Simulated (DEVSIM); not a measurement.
Structure: abrupt GaAs p-n junction, at 300 K.

| layer (left to right) | material | thickness (μm) | Nd (cm⁻³) | Na (cm⁻³) | τn (s) | τp (s) |
|---|---|---|---|---|---|---|
| 1 | GaAs | 0.390 | - | 2.8e17 | 7.4e-9 | 7.4e-9 |
| 2 | GaAs | 120 | 1.7e16 | - | 7.4e-9 | 7.4e-9 |

Left contact: ohmic. Right contact: ohmic. Voltage is applied to the left contact. Recombination: SRH at mid-gap, radiative. Mobility is μmin + (μ − μmin)/(1 + (N/Nref)^α).

Constants are typed, rounded textbook-type inputs, not results; the design itself was drawn at random and stands for no fabricated device. Values at 300 K.

| parameter | GaAs |
|---|---|
| gap (eV) | 1.424 |
| affinity (eV) | 4.07 |
| permittivity | 12.9 |
| Nc (cm⁻³) | 4.7e17 |
| Nv (cm⁻³) | 9e18 |
| μn (cm²/Vs) | 8500 |
| μp (cm²/Vs) | 400 |
| μn,min | 500 |
| μp,min | 20 |
| Nref,n | 6e16 |
| Nref,p | 1.5e17 |
| αn | 0.39 |
| αp | 0.38 |
| B (cm³/s) | 2e-10 |

Simulated with DEVSIM: 1D drift-diffusion, Boltzmann statistics, complete ionisation; no tunnelling, impact ionisation, image-force lowering or self-heating.

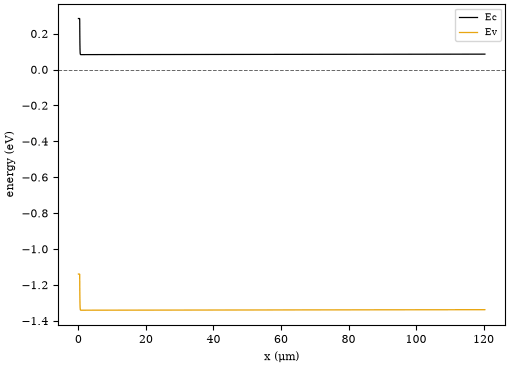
*Band edges at 1.05 V on the left contact*

Energies count from the Fermi level of the right contact; mesh points crowd at the junctions.

```csv
x (μm),Ec (eV),Ev (eV),n (cm⁻³),p (cm⁻³),field (V/cm)
0.000,0.284,-1.140,< 1e2,2.8e17,≈ 0
0.03283,0.284,-1.140,6.1e11,2.8e17,≈ 0
0.1048,0.284,-1.140,1.9e12,2.8e17,≈ 0
0.2379,0.284,-1.140,4.4e12,2.8e17,≈ 0
0.3559,0.284,-1.140,6.8e12,2.7e17,-820
0.3884,0.254,-1.170,2.3e13,8.7e16,-31000
0.4203,0.175,-1.250,5.0e14,4.0e15,-19000
0.5433,0.087,-1.337,1.5e16,1.3e14,-1100
0.8011,0.083,-1.341,1.7e16,1.0e14,≈ 0
1.434,0.083,-1.341,1.7e16,7.8e13,≈ 0
2.986,0.083,-1.341,1.7e16,4.0e13,≈ 0
8.922,0.083,-1.341,1.7e16,3.0e12,≈ 0
21.36,0.084,-1.340,1.7e16,1.4e10,≈ 0
51.89,0.084,-1.340,1.7e16,30000,≈ 0
98.77,0.085,-1.339,1.7e16,< 1e2,≈ 0
111.2,0.086,-1.338,1.7e16,< 1e2,≈ 0
116.7,0.086,-1.338,1.7e16,< 1e2,≈ 0
118.9,0.086,-1.338,1.7e16,< 1e2,≈ 0
120.0,0.086,-1.338,1.7e16,< 1e2,≈ 0
120.2,0.086,-1.338,1.7e16,< 1e2,≈ 0
120.3,0.086,-1.338,1.7e16,< 1e2,≈ 0
120.4,0.086,-1.338,1.7e16,< 1e2,≈ 0
```
